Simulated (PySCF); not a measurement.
**C2H6F2Ge: density, localisation and related maps**

Input file:

```
{"job": {"kind": "uv", "xc": "CAM-B3LYP", "basis": "def2-SVPD", "nstates": 8, "ntriplets": 3}, "charge": 0, "multiplicity": 1}
F     -0.816167     1.150714     1.171849
C     -1.273654     0.456518     0.088348
F     -2.525433     0.049420     0.409143
C     -0.349782    -0.694194    -0.198839
Ge     1.501581    -0.016588    -0.045589
H     -1.358813     1.174724    -0.739811
H     -0.526870    -1.477485     0.539130
H     -0.570763    -1.103326    -1.183054
H      1.632866     1.241350    -0.839650
H      1.848563     0.255674     1.373079
H      2.443897    -1.034135    -0.600570
```

Launched as:

```sh
OMP_NUM_THREADS=1 python probes_run.py task.json out
```

Geometry: GFN2-xTB.

The calculation used CAM-B3LYP/def2-SVPD, SCF density, gas phase in PySCF 2.14.0.

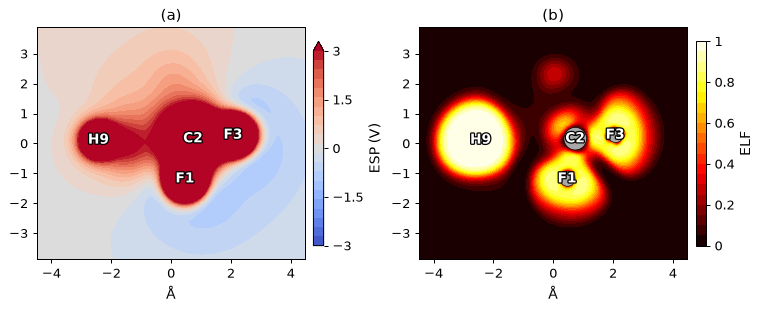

Figure 1. (a) molecular electrostatic potential; (b) electron localisation function on the plane of atoms F1, C2 and F3. Grey discs cover the atomic cores in the ELF map.

Describe what can be read from this map.

Atoms in the plane: F, C and H.
C–F (1.35 Å): the ELF peaks at about 0.85 between the atoms; a polar covalent bond.
The ELF also peaks beside F1 and F3, away from the bonds: lone-pair regions.
Outside the dense part of the molecule the potential is most negative (−1.0 V) near F3.

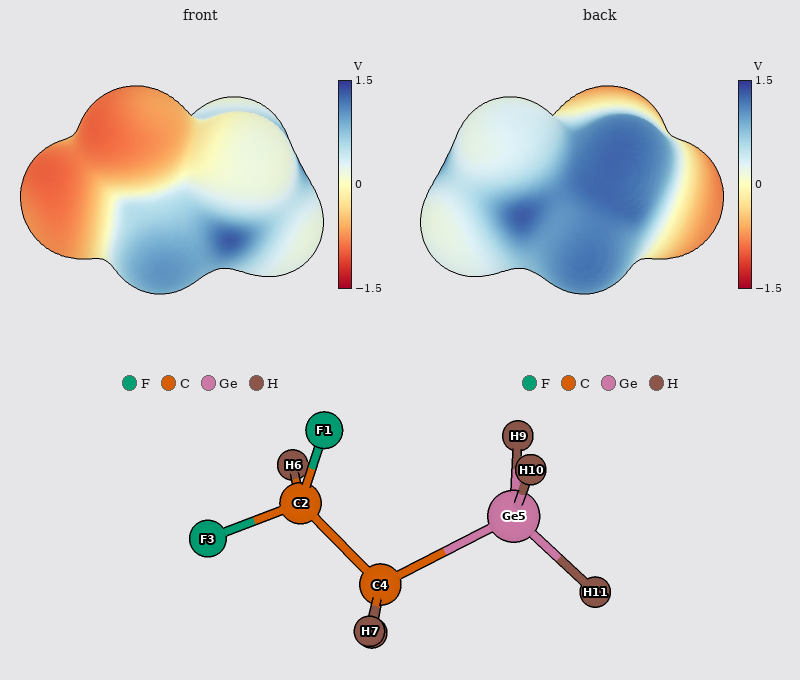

Figure 2. The electrostatic potential painted on the density surface at 0.002 e/bohr³, seen from the front and from behind; red is negative and blue positive. The bare structure is drawn below in the same view.

Which sites attract a positive test charge, and which a negative one?

A positive charge is drawn to the negative regions and a negative charge to the positive ones. The most negative region (about −0.9 V, or −21 kcal/mol for a unit charge) lies over F1 and F3, the most positive (about +1.3 V, or +30 kcal/mol for a unit charge) over C2, C4, Ge5 and H6.

How polar is the molecule by this calculation?

Its dipole moment is 2.09 D.
